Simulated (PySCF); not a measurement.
C₈H₁₄, SMILES C=C/C=C\C(C)(C)C, singlet at its GFN2-xTB optimised geometry (Å):

```
22

C      2.1643     1.4917     2.9599
C      1.1982     1.0677     2.1502
C      1.4702     0.3916     0.9016
C      0.6133    -0.0943     0.0000
C     -0.8974    -0.0943     0.0000
C     -1.4419    -0.8739     1.2048
C     -1.3819    -0.7901    -1.2784
C     -1.4425     1.3405     0.0000
H      3.2055     1.3477     2.7204
H      1.9530     1.9935     3.8887
H      0.1685     1.2313     2.4300
H      2.5284     0.2759     0.6932
H      1.0490    -0.5661    -0.8723
H     -2.5282    -0.9198     1.1581
H     -1.0535    -1.8903     1.1992
H     -1.1582    -0.4106     2.1442
H     -1.0264    -0.2620    -2.1609
H     -2.4693    -0.8131    -1.3102
H     -1.0182    -1.8150    -1.3189
H     -1.1654     1.8754     0.9027
H     -2.5284     1.3256    -0.0714
H     -1.0487     1.8903    -0.8524
```

Computed with PBE/def2-SVP in PySCF. Cells within 0.4 Å of a nucleus heavier than hydrogen are left out (blank, or x).

Map of the Laplacian of the electron density (e/bohr⁵), clipped to [-1.50, 1.50] on the plane z = 1.2 Å:

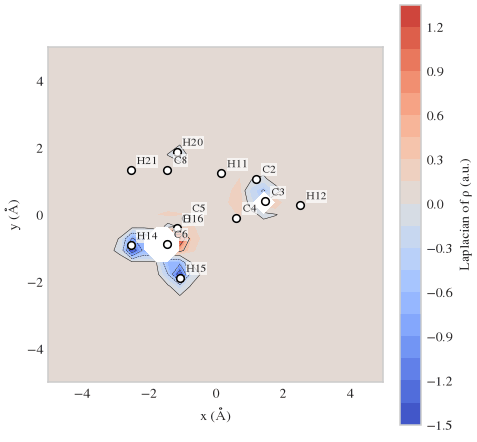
Figure. Laplacian of the electron density (e/bohr⁵), clipped to [-1.50, 1.50] on the plane z = 1.2 Å.
